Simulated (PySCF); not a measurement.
## A study: C3H2FO, doublet, SMILES `[CH]=C(F)C=O`

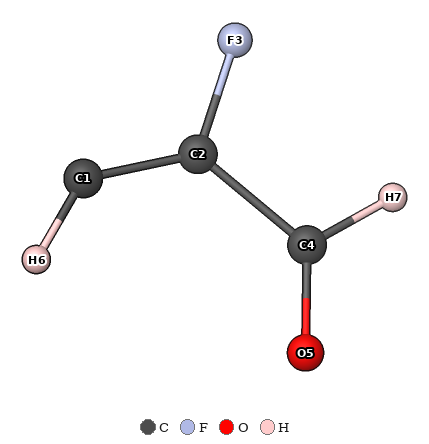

The molecule, with its atoms numbered as below. No frequency check shows the geometry to be a minimum.

Geometry (Å), atoms numbered from 1:

```
C1      -0.7297   -1.4239    0.0000
C2      -0.5066   -0.1446    0.0000
F3      -1.4896    0.7836    0.0000
C4       0.8369    0.5231    0.0000
O5       1.9009   -0.0138    0.0000
H6      -0.1147   -2.2917    0.0000
H7       0.7103    1.6215    0.0000
```

## 1. Bonding charge

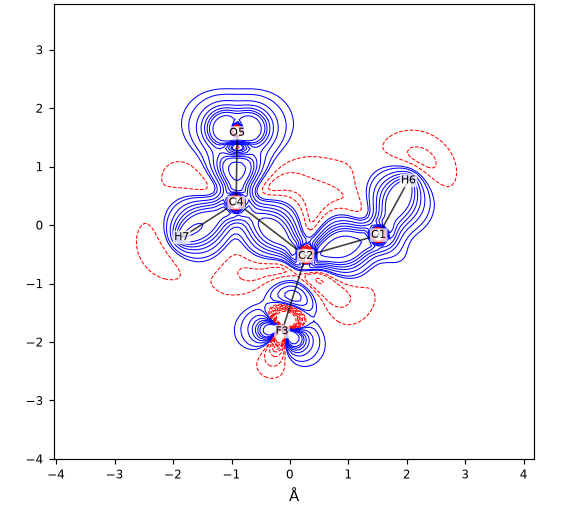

Deformation density (molecule less spherical, spin-averaged free atoms) in the molecular plane; contours at ±0.05 to ±0.8 e/Å³; solid blue lines: gain, dashed red lines: loss.

PySCF calculation, HF/def2-TZVP, gas phase; geometry: GFN2-xTB. The stability of the open-shell solution wasn't checked. GFN2-xTB doesn't know the spin state, so this open-shell geometry is rough.

Q: Describe the bonding that the map shows.

A: C1–C2: +1.00 e/Å³ at the bond critical point (bond length 1.30 Å, Mayer order 1.7). C4–O5: +0.81 e/Å³ at the bond critical point (bond length 1.19 Å, Mayer order 1.9). C4–H7: +0.81 e/Å³ at the bond critical point (bond length 1.11 Å, Mayer order 1.0). C1–H6: +0.79 e/Å³ at the bond critical point (bond length 1.06 Å, Mayer order 0.9). C2–C4: +0.73 e/Å³ at the bond critical point (bond length 1.50 Å, Mayer order 1.0). C2–F3: 0.00 e/Å³ at the bond critical point (bond length 1.35 Å, Mayer order 0.9); up to 0.6 Å beside the axis the gain reaches +0.35 e/Å³. In all, 2.0 electrons gather in the regions of gain relative to the promolecule. A small or negative value marks a very polar bond, one between electron-rich atoms, whose free-atom densities already overlap strongly, a long bond to a heavier atom, or a closed-shell contact such as a hydrogen bond.

Q: Where do the Hirshfeld charges lie?

A: The highest Hirshfeld charge is on C4 (+0.16 e), the lowest on O5 (−0.25 e).

## 2. Bond critical points

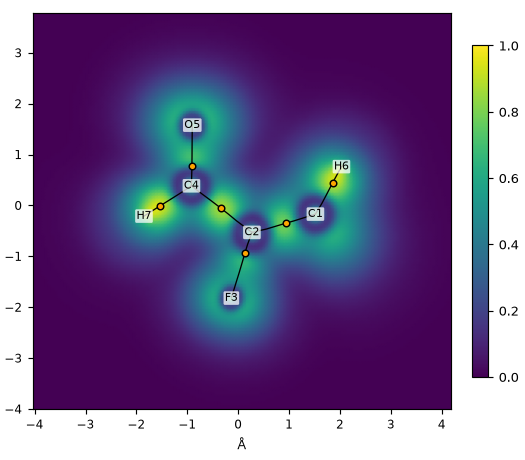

Localised orbital locator (LOL) in the molecular plane, with bond paths and bond critical points (dots).

Q: Rank the bonds in the plane by LOL at their critical points.

A: C4–H7: about 0.94; C1–H6: about 0.92; C2–C4: about 0.86; C1–C2: about 0.78; C4–O5: about 0.45; C2–F3: about 0.40. Values above 0.5 mark slow, localised electrons, as in shared pairs; low values at a critical point mark a polar or closed-shell contact whose critical point lies between the shells.

Q: Where along C2–F3 does the critical point lie?

A: 0.43 Å from C2 and 0.92 Å from F3.

## 3. Local ionisation energy

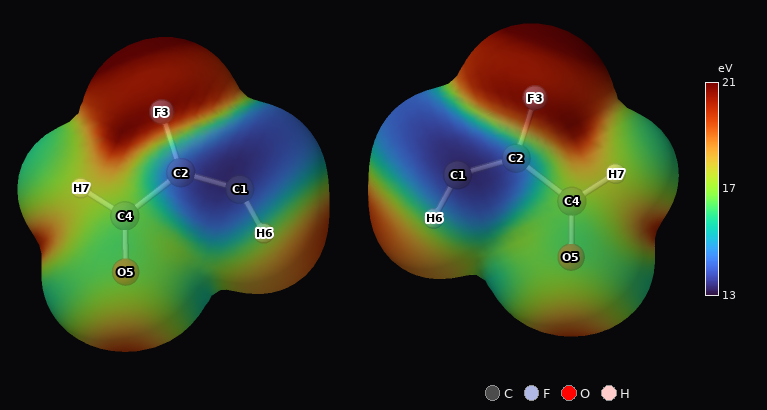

Average local ionisation energy on the surface of electron density 0.001 a.u. (back view left, front view right).

Q: Where are the most loosely bound electrons on this surface?

A: The lowest value is 13.3 eV, off the molecular plane, over C1 (2.0 Å), and at like points elsewhere. Further minima include 15.7 eV, about equally far (1.9 Å) from O5 and H6; 15.9 eV, 1.8 Å from O5; 16.0 eV, 1.3 Å from H7. For comparison, the highest occupied orbital lies at −11.6 eV.

Q: What volume does the surface enclose, and what is the dipole moment?

A: About 83 Å³; the dipole moment is 1.0 D.

## 4. Spin density

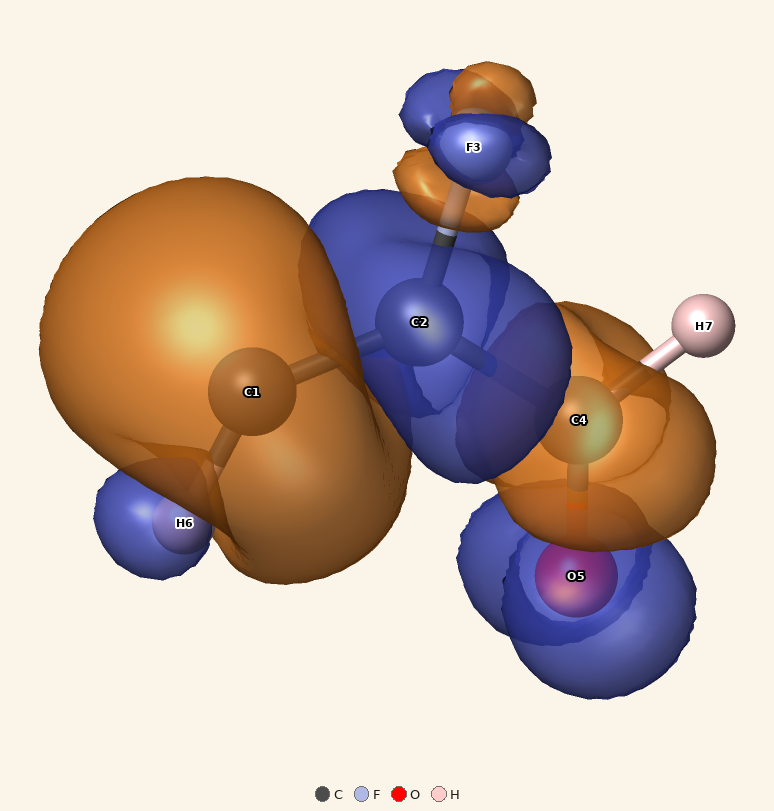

Spin density ρα − ρβ at ±0.02 e/Å³ (orange: excess α, blue: excess β).

Q: How is the spin shared among the atoms?

A: Hirshfeld spin populations: C1 +1.20, C4 +0.17 and H6 +0.06. Spin polarisation leaves negative spin on O5 (−0.23) and C2 (−0.19). ⟨S²⟩ = 1.08, against 0.75 for a pure state. The picture also shows regions of β spin from spin polarisation; the Hirshfeld sums, whose atoms overlap, net them against the α spin of neighbours.

## 5. In an electric field

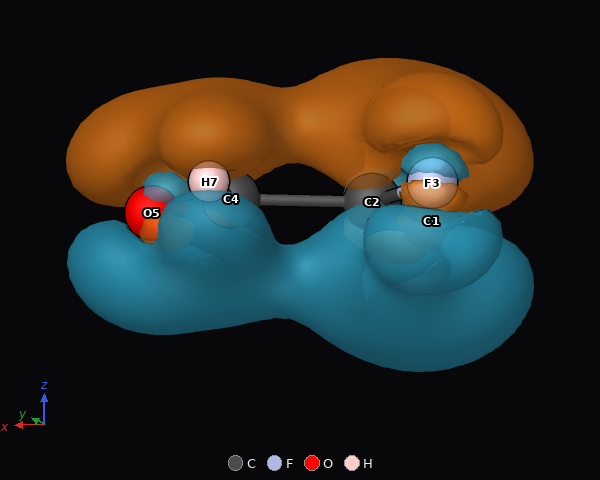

Change of the electron density in a uniform field of 0.41 V/Å, surfaces at ±0.002 e/Å³ (light blue: gain, orange: loss).

Level of theory: r2SCAN/def2-SVPD (PySCF), at a geometry from GFN2-xTB. The stability of the open-shell solution wasn't checked. GFN2-xTB doesn't know the spin state, so this open-shell geometry is rough.

The field was applied in both directions; the picture shows the one opposite to the script's first.

Q: Along which Cartesian direction does the field point?

A: Along +z: electrons gather on the −z side, against the field.

Q: What dipole is induced, and what polarisability does it imply?

A: The induced dipole is 0.54 D (along the field); α along this axis, from the fields in both directions, is 27 bohr³ (3.9 Å³).

## 6. Removing or adding an electron

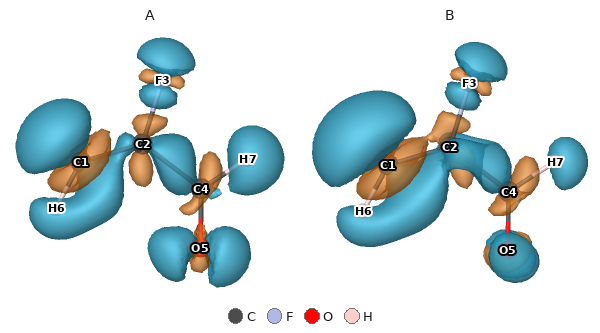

The two Fukui functions at ±0.03 e/Å³ (light blue positive, orange negative).

PySCF calculation, PBE0/6-31G*, gas phase; geometry: GFN2-xTB. GFN2-xTB doesn't know the spin state, so this open-shell geometry is rough.

Q: Which panel is f⁻ (electron removed) and which f⁺ (electron added)?

A: A is f⁻, B is f⁺. f⁻ (Hirshfeld-condensed) is largest on C1 (0.31) and O5 (0.18); the vertical ionisation energy is 10.35 eV (to the singlet cation, which needn't be its lowest state). f⁺ (Hirshfeld-condensed) is largest on C1 (0.40); the vertical electron affinity is 0.75 eV (to the singlet anion, which needn't be its lowest state; the anion's highest orbital has positive energy, so this value and f⁺ depend on the basis).

The PySCF runs shown took 7.3 s, 110 s and 22 s on 1 thread of Arm Neoverse V2 (shared host).
